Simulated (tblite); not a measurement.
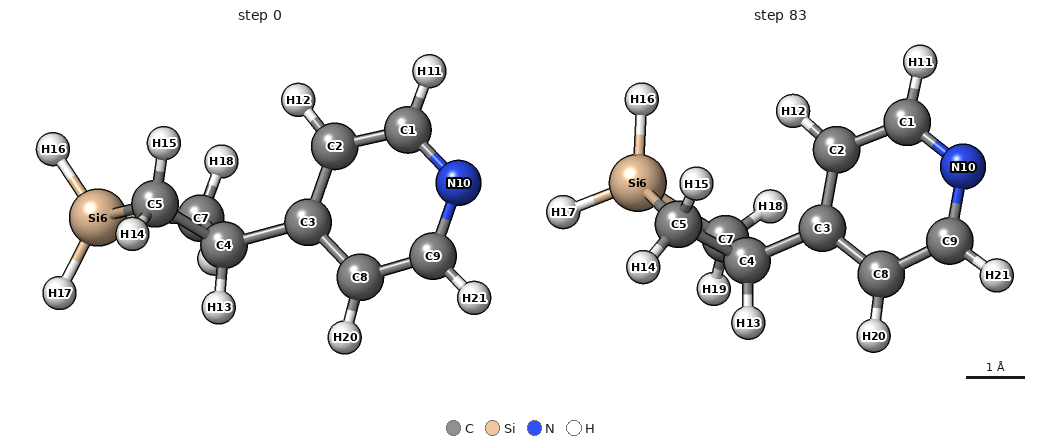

The structure of C₈H₁₁NSi before (left) and after (right) a relaxation, at one scale.

The picture is a ball-and-stick view, seen at a tilt.

The calculation used tblite, GFN2-xTB geometry optimisation, gas phase. 

### What changed between the two?

The largest move after the best rigid fit is that of H16, 1.52 Å. By element the largest moves are H 1.52 Å, Si 0.70 Å, N 0.41 Å, C 0.41 Å. Some distances before and after: C3–C4 1.594 → 1.494 Å, C4–C7 1.584 → 1.552 Å, Si6–H16 1.495 → 1.464 Å, C1–N10 1.351 → 1.323 Å. Among the angles between lasting bonds that change: H16–Si6–H17 116.9° → 111.2°, C5–C4–C7 94.3° → 99.6°, C3–C4–C5 117.3° → 112.7°. After 83 geometry steps the energy has fallen by 0.502 eV.
